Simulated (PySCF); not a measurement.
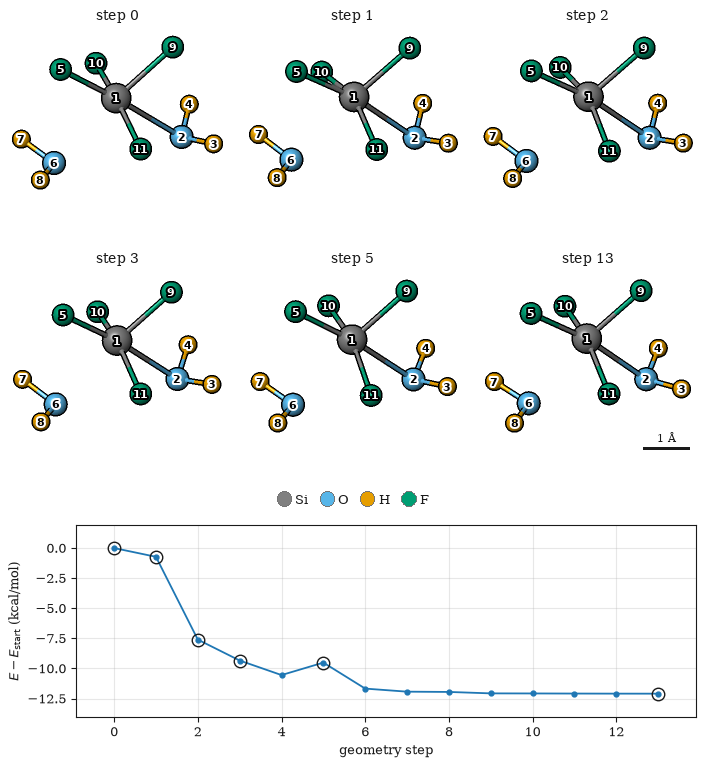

Frames of a relaxation of SiH$_{4}$O$_{2}$F$_{4}$, marked on the history of the run. Style: ball-and-stick. Shown from a free direction.

The start comes from GFN1-xTB. Its atoms were then displaced at random by about 0.03 Å.

These are results of PBE0-D3(BJ)/def2-SVP geometry optimisation, gas phase (PySCF 2.14.0, density-fitted response routines), not measurements. 

> Describe the path.

The energy falls by 12.1 kcal/mol in 13 geometry steps. O2 moves most after the best rigid fit: 0.14 Å. Largest moves by element: O 0.14 Å, H 0.09 Å, Si 0.07 Å, F 0.07 Å. Among the contacts that change: Si1–O2 2.158 → 2.012 Å, Si1–F11 1.555 → 1.654 Å, Si1–O6 2.099 → 2.011 Å, Si1–F9 1.694 → 1.633 Å. Bond angles that change, for instance: Si1–O2–H3 96.6° → 106.0°, F9–Si1–F10 91.4° → 97.1°, Si1–O2–H4 100.3° → 105.7°. From step 0 to 1: F10 moves most (0.28 Å), energy −0.73 kcal/mol. From step 1 to 2: F10 moves most (0.13 Å), energy −6.87 kcal/mol. From step 2 to 3: F10 moves most (0.18 Å), energy −1.74 kcal/mol. From step 3 to 5: F10 moves most (0.18 Å), energy −0.17 kcal/mol. From step 5 to 13: O2 moves most (0.09 Å), energy −2.58 kcal/mol.

```tsv
step	E − E(0), kcal/mol
0	0.00
1	-0.73
2	-7.60
3	-9.34
4	-10.55
5	-9.51
6	-11.67
7	-11.93
8	-11.95
9	-12.07
10	-12.07
11	-12.08
12	-12.09
13	-12.09
```
